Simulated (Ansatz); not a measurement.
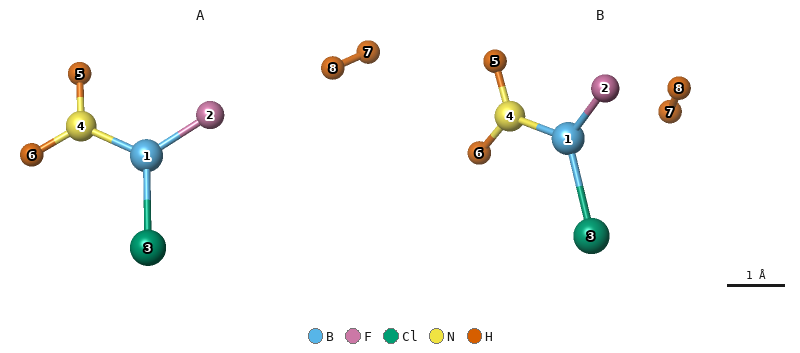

Two geometries of BNH₄ClF, drawn at one scale. One is the start of a relaxation, the other its converged end. Style: ball-and-stick. Shown at a tilt.

These are results of Ansatz 0.2.0, RKS BLYP/def2-SVP, not measurements. (no spin polarisation; force threshold 0.03 eV/Å; at most 50 steps)

Which of the two is the end point?

Answer. Structure A is the relaxed one. The run prepares an end point of a later path (reaction) calculation, from a guessed geometry. The energy falls by 0.243 eV in 28 accepted moves (30 points after the start). Largest force component: 1.5 eV/Å at the start, 0.018 eV/Å at the end. The line search rejected the trial steps at points 18, 25 of the run. The forces were under the threshold at step 23, but the run went on from there. H7 moves most after the best rigid fit: 2.05 Å. Largest moves by element: H 2.05 Å, F 0.97 Å, Cl 0.90 Å, N 0.56 Å, B 0.51 Å. Some distances before and after: H7–H8 0.719 → 0.767 Å, B1–F2 1.335 → 1.347 Å, B1–Cl3 1.795 → 1.791 Å. The run took 82 s on 1 thread of Arm Neoverse V1, with other jobs on the host, peak memory 0.14 GiB.
